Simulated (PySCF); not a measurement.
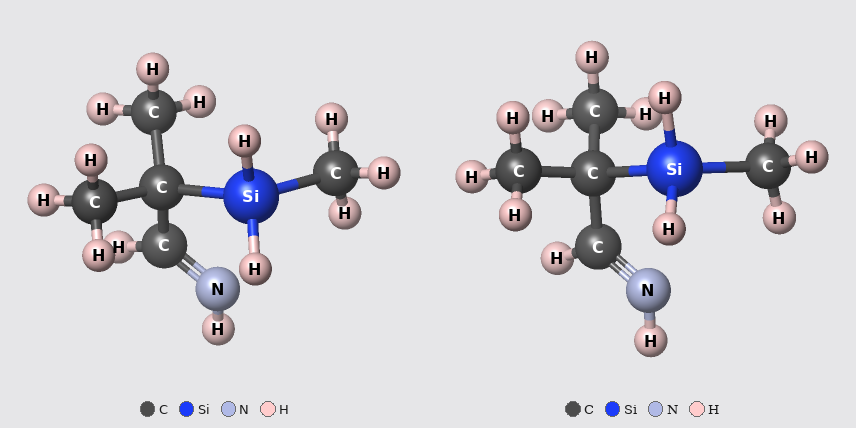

Both panels show the same species.

The geometry was computed by an optimisation with GFN2-xTB. No frequency run is at hand to confirm it as a minimum.

Describe the molecule.

It has 20 atoms: 5 carbon, 13 hydrogen, 1 nitrogen and 1 silicon (C₅H₁₃NSi). Its SMILES string is `[H]/N=C/C(C)(C)[SiH2]C`. It has no ring. Among its groups: imine, Si–H bond. This geometry has C1 symmetry. Coordination: 4 C tetrahedral; 1 Si tetrahedral; 1 C trigonal planar; 1 N bent.

More results for the same structure follow; atom numbers are the same in all pictures, views and colours differ.

**Dipole moment**

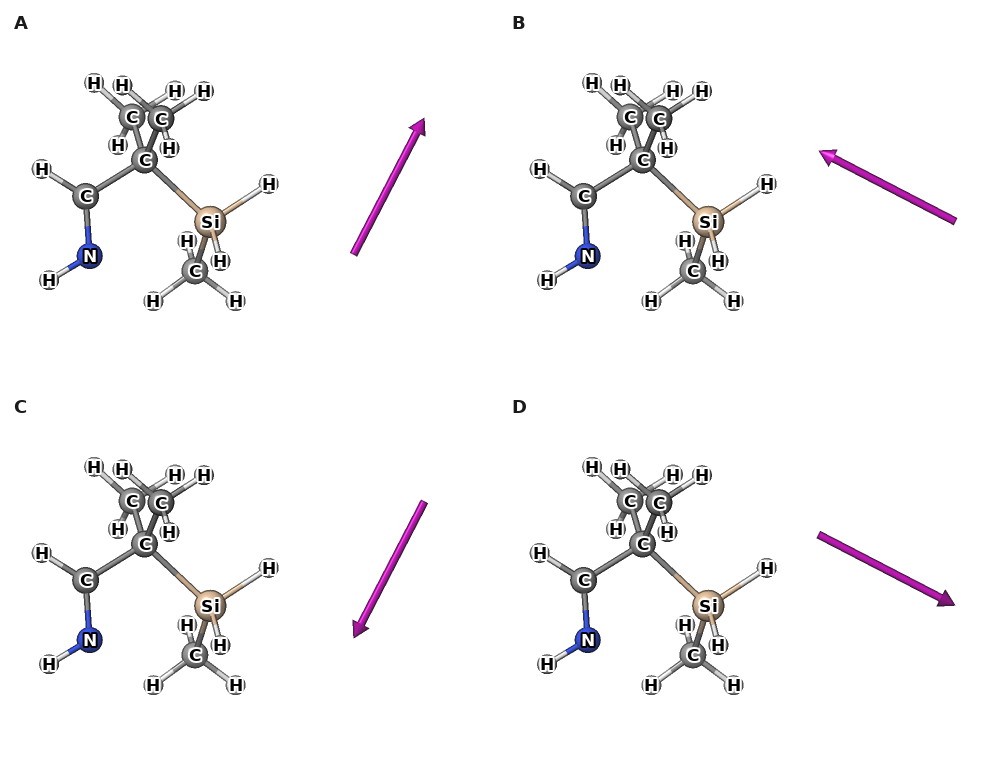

The same molecule four times, each with an arrow. No frequency run is at hand to confirm it as a minimum. Properties computed with PBE0/def2-SVPD, gas phase (PySCF 2.14.0).

**Which arrow points along the dipole moment, from the negative to the positive end?**

B. The dipole moment is 2.18 D.

**Excitation**

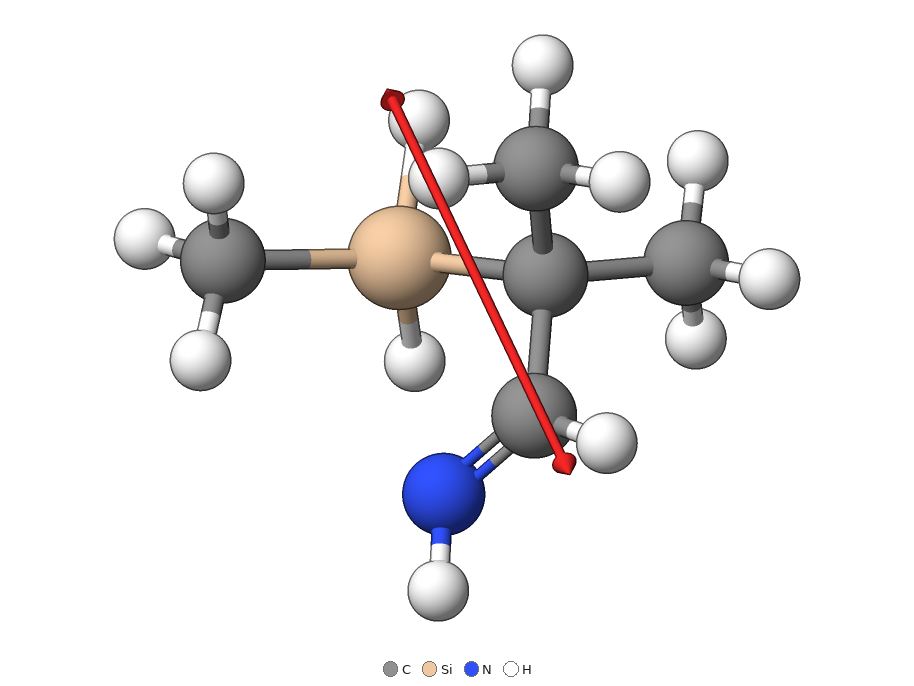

The double arrow shows the direction of the transition dipole to excited singlet state 7 (its length means nothing). No frequency run is at hand to confirm it as a minimum. Method: TDDFT PBE0/def2-SVPD, vertical, gas phase, core orbitals frozen in the response (PySCF 2.14.0).

**Where does the transition lie, and how strong is it?**

7.59 eV (163 nm), oscillator strength 0.050, mainly HOMO−1 → LUMO+1 (weight 0.59); transition dipole 1.31 D.

**Polarisability**

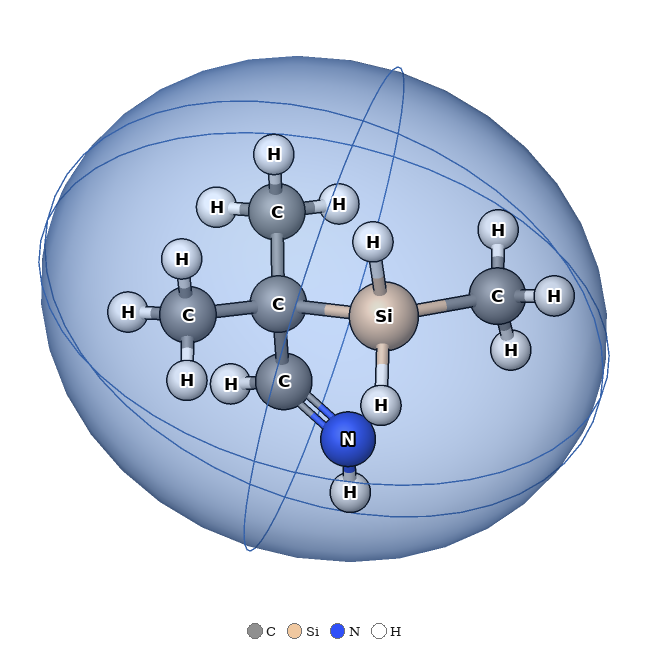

The ellipsoid shows the static dipole polarisability: its half-axes are proportional to the principal values. No frequency run is at hand to confirm it as a minimum. Level of theory: PBE0/def2-SVPD (PySCF 2.14.0).

**Give the principal values, the mean and the anisotropy.**

Principal values 86.3, 93.9, 104.3 bohr³; mean 94.8 bohr³ (14.05 Å³); anisotropy 15.6 bohr³, so the longest axis is 1.21 times the shortest.

The geometry is semi-empirical. Around Si such bond lengths and angles can be off by a tenth of an ångström or more and by several degrees, and values that hang on the shape move with them.
